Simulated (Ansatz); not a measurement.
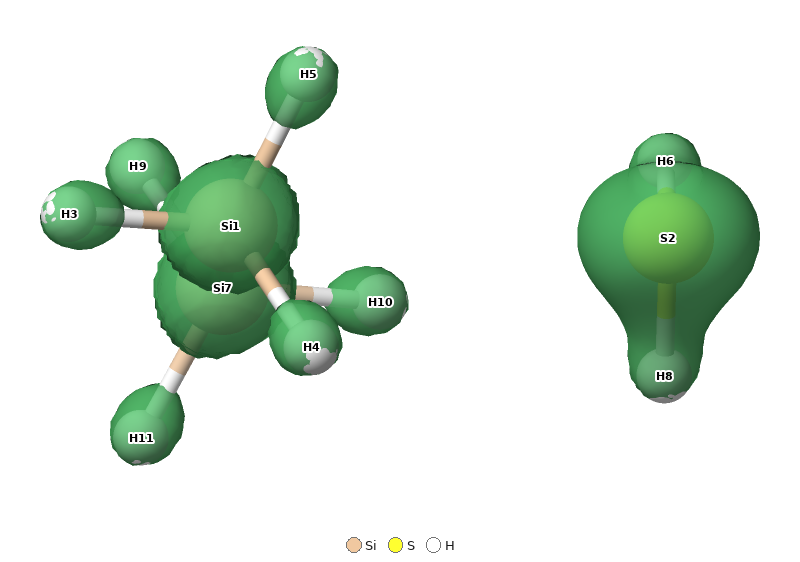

The picture shows: H6Si2···H2S. Isosurface of the electron density at 1 e/Å³ (green), seen from one side.

The product side of a reaction path; geometry: PBE0-D4/def2-TZVP.

All numbers below come from Ansatz, RKS PBE0-D4/def2-TZVPP.

| atom | x (Å) | y (Å) | z (Å) |
| --- | --- | --- | --- |
| Si | -1.4829 | -0.3875 | 0.2022 |
| S | 1.7365 | -0.1018 | 2.2676 |
| H | -2.8474 | -0.5870 | -0.3628 |
| H | -1.0151 | -1.6819 | 0.7615 |
| H | -1.5685 | 0.6252 | 1.2857 |
| H | 2.1219 | 1.0747 | 1.7511 |
| Si | -0.0835 | 0.3401 | -1.5251 |
| H | 2.4759 | -0.7907 | 1.3854 |
| H | -0.5987 | 1.6153 | -2.0946 |
| H | 1.3101 | 0.5690 | -1.0583 |
| H | -0.0484 | -0.6754 | -2.6130 |

Q: How is the density connected at this value?

A: At this value the surface falls into nine separate pieces. It bridges the sampled S–H (1.34 Å) contacts, where the density stays above the isovalue. It is pinched off along the sampled Si···S (3.84 Å), Si–Si (2.34 Å) and Si–H (1.49 Å) contacts. On the grid the lowest density along these lines, outside the cores, is 0.04 e/Å³ (Si···S, 3.84 Å), 0.64 e/Å³ (Si–Si, 2.34 Å), 1.5 e/Å³ (S–H, 1.34 Å) and 0.8 e/Å³ (Si–H, 1.49 Å).
